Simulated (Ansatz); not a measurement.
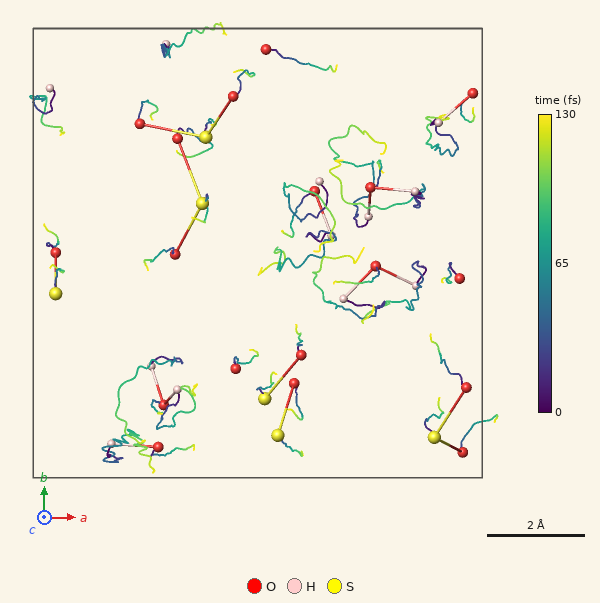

Molecular dynamics of a periodic cell with 6 H2O + 6 SO2 at 1.008 g/cm³, 130 fs long. Lines trace each atom's path, coloured by time; spheres stand at the starting positions. Seen along the c axis in the simulation cell.

Level of theory: Ansatz, DFT PBE, scalar-relativistic, plane waves, PAW. Run with plane-wave cutoff 420 eV; k-point mesh 1 × 1 × 1; Fermi-Dirac smearing 0.02 eV; low-accuracy preset; Langevin thermostat (NVT); set temperature 1500 K; time step 0.5 fs; friction 0.02 per fs.

Input file:
```yaml
accuracy: low
crystal:
  lattice:
    - [9.326299, 0.0, 0.0]
    - [0.0, 9.326299, 0.0]
    - [0.0, 0.0, 9.326299]
  atoms:
    - { symbol: O, position: [0.27862309, 0.06848466, 0.1187443] }
    - { symbol: H, position: [0.29604995, -0.03483403, 0.12295582] }
    - { symbol: H, position: [0.17427101, 0.0757798, 0.11020175] }
    - { symbol: O, position: [0.29051704, 0.16217714, 0.62122414] }
    - { symbol: H, position: [0.26311577, 0.24821488, 0.56864147] }
    - { symbol: H, position: [0.32106783, 0.1963425, 0.71613325] }
    - { symbol: O, position: [0.75115807, 0.64647306, 0.77533184] }
    - { symbol: H, position: [0.74660333, 0.58133637, 0.69226298] }
    - { symbol: H, position: [0.85047936, 0.63731375, 0.80655494] }
    - { symbol: O, position: [0.76240862, 0.47127778, 0.51973394] }
    - { symbol: H, position: [0.85244157, 0.42752978, 0.48932894] }
    - { symbol: H, position: [0.69102889, 0.39835641, 0.49593404] }
    - { symbol: O, position: [0.9788636, 0.85595908, 0.42704808] }
    - { symbol: H, position: [1.03749391, 0.86725795, 0.51296444] }
    - { symbol: H, position: [0.90264051, 0.79022172, 0.45524381] }
    - { symbol: O, position: [0.62660912, 0.63795969, 0.07704301] }
    - { symbol: H, position: [0.63753414, 0.65980482, -0.0267449] }
    - { symbol: H, position: [0.66408423, 0.53926811, 0.08433293] }
    - { symbol: S, position: [0.38453298, 0.75804217, 0.72691448] }
    - { symbol: O, position: [0.23780787, 0.78779653, 0.68100544] }
    - { symbol: O, position: [0.44526831, 0.84888259, 0.83868826] }
    - { symbol: S, position: [0.05026621, 0.4098309, 0.95761053] }
    - { symbol: O, position: [0.05038262, 0.5012216, 0.83050547] }
    - { symbol: O, position: [-0.05057765, 0.44357242, 1.07169961] }
    - { symbol: S, position: [0.37688894, 0.61075134, 0.17018075] }
    - { symbol: O, position: [0.32154163, 0.75495874, 0.14516982] }
    - { symbol: O, position: [0.31609874, 0.49724136, 0.0792543] }
    - { symbol: S, position: [0.8930316, 0.09005025, 0.29073192] }
    - { symbol: O, position: [0.96442822, 0.20092812, 0.37607602] }
    - { symbol: O, position: [0.95646084, 0.05659143, 0.1508701] }
    - { symbol: S, position: [0.51563984, 0.17622477, 0.00035993] }
    - { symbol: O, position: [0.45101841, 0.24284748, -0.12619134] }
    - { symbol: O, position: [0.59693313, 0.27313263, 0.09338521] }
    - { symbol: S, position: [0.54480125, 0.09447823, 0.54873109] }
    - { symbol: O, position: [0.58111459, 0.21038036, 0.44842295] }
    - { symbol: O, position: [0.51836714, -0.0465575, 0.48660285] }
basis:
  ecutwfc: 420.0
kpoints:
  mp_grid: { grid: [1, 1, 1] }
hamiltonian:
  xc: pbe
scf:
  occupations: { method: fermi_dirac, width: 0.02 }
  lower_state_search: "off"
md:
  timestep: 0.5
  n_steps: 260
  ensemble: nvt_langevin
  temperature: 1500.0
  initial_velocities: maxwell_boltzmann
  seed: 413478
  friction: 0.02
```

Launched with:
```bash
ansatz run input.yaml --threads 1 --pin off --max-ram 3072MiB --backend cpu --events-out ev --progress --plain --runs-dir out
```

**What do the traces tell about the motion?**

In the second half of the run the atoms are, in the root-mean-square, this far from where they began (common drift taken out): H 1.29 Å, O 0.83 Å, S 0.56 Å. The heavy atoms stay within a fraction of a molecule's size of their starting places; so short a run doesn't tell a liquid from a solid. The mean temperature in the second half is 1352 K (standard deviation 136 K). The potential energy in the second half lies on average 124 meV per atom above the first frame.

Limits of the set-up: the program's low-accuracy preset was used.

Cost: 13 min on 1 thread of Intel(R) Xeon(R) 6975P-C (Granite Rapids), on a shared host, peak memory 0.73 GiB.
